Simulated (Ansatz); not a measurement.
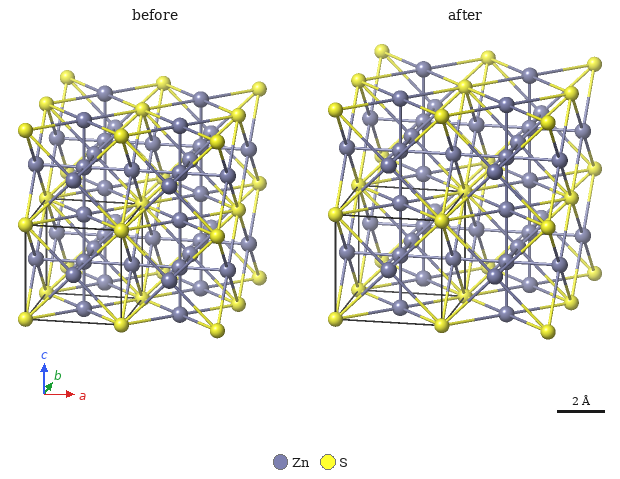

The structure of crystalline Zn₄S (a generated structure, set up in Pm-3m) (coarse preliminary run) before (left) and after (right) a relaxation, at one scale.

A ball-and-stick model of the cell of the calculation, repeated 2 × 2 × 2 with one cell outlined, seen slightly off an axis.

Theory: Ansatz, DFT PBE, scalar-relativistic, plane waves, PAW. Settings: plane-wave cutoff 420 eV; k-point mesh 4 × 4 × 4; occupations gaussian; smearing width 0.1 eV; no spin polarisation; cell and atoms relaxed; force threshold 0.04 eV/Å; at most 70 steps.

Summarise the run.

Answer. The atoms keep their places relative to the cell (all moves are under 0.005 Å). The volume changes by +36.0 %, with a = b = c 4.250 → 4.709 Å (+10.8 %). Some distances before and after: S–Zn 3.005 → 3.330 Å, Zn–Zn 2.125 → 2.355 Å. The space group stays Pm-3m (No. 221). Over 5 accepted moves (7 points after the start) the energy falls by 1.890 eV per cell of the calculation. All forces vanish by symmetry, so only the cell relaxes. The pressure goes from 28.94 to 0.11 GPa. At 2 points the geometry stayed and the basis and grid were re-selected for the new cell (energy shift of 41.5 meV per cell of the calculation at most each time). The run took 20 s on 1 thread of Intel(R) Xeon(R) Processor @ 2.70GHz, on a shared host, peak memory 0.39 GiB.
